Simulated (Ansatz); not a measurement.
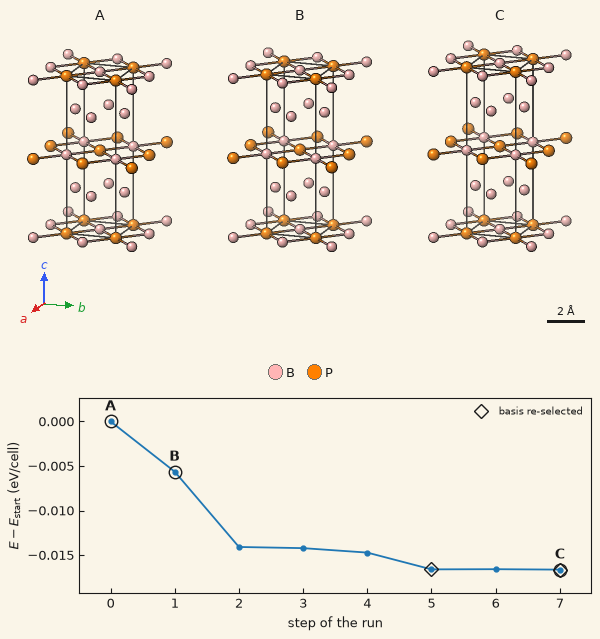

Frames of a relaxation of crystalline B3P (built on the TiAl3 (D0_22)_139 type), marked on the history of the run. Style: ball-and-stick. Shown: the conventional cell (2 times the calculation's cell), slightly off an axis. Lengths and directions refer to the drawn axes.

Case: TiAl3 (D0_22) type (I4/mmm, No. 139).

Level of theory: DFT PBE, scalar-relativistic, plane waves, PAW (Ansatz 0.2.0). Set-up: plane-wave cutoff 420 eV; k-point mesh 22 × 22 × 22; occupations gaussian; smearing width 0.1 eV; no spin polarisation; cell and atoms relaxed; force threshold 0.01 eV/Å; at most 80 steps.

**What happens along the run?**

No atom moves by more than 0.005 Å relative to the cell. The volume changes by +3.8 %, with a = b 2.830 → 2.809 Å (−0.8 %), c 8.827 → 9.306 Å (+5.4 %). Some distances before and after: B–P 2.001 → 1.986 Å. The space group stays I4/mmm (No. 139). After 5 accepted moves (7 points after the start) the energy has fallen by 16.6 meV per cell of the calculation. All forces vanish by symmetry, so only the cell relaxes. The pressure goes from −0.07 to 0.01 GPa. At 2 points the geometry stayed and the basis and grid were re-selected for the new cell (energy shift of 1.9 meV per cell of the calculation at most each time). From step 0 to 1: volume +0.7 %, energy −5.6 meV per cell of the calculation. From step 1 to 7: volume +3.1 %, energy −11.0 meV per cell of the calculation.

```json
{"step": "0", "E − E(0), meV/atom": "0.00", "pressure, GPa": "-0.07", "volume, Å³/atom": "8.837", "note": ""}
{"step": "1", "E − E(0), meV/atom": "-1.41", "pressure, GPa": "-0.07", "volume, Å³/atom": "8.899", "note": ""}
{"step": "2", "E − E(0), meV/atom": "-3.52", "pressure, GPa": "0.45", "volume, Å³/atom": "9.183", "note": ""}
{"step": "3", "E − E(0), meV/atom": "-3.55", "pressure, GPa": "-0.71", "volume, Å³/atom": "9.195", "note": ""}
{"step": "4", "E − E(0), meV/atom": "-3.68", "pressure, GPa": "-0.02", "volume, Å³/atom": "9.163", "note": ""}
{"step": "5", "E − E(0), meV/atom": "-4.15", "pressure, GPa": "0.04", "volume, Å³/atom": "9.163", "note": "same geometry, new basis"}
{"step": "6", "E − E(0), meV/atom": "-4.15", "pressure, GPa": "0.01", "volume, Å³/atom": "9.176", "note": ""}
{"step": "7", "E − E(0), meV/atom": "-4.16", "pressure, GPa": "0.01", "volume, Å³/atom": "9.176", "note": "same geometry, new basis"}
```
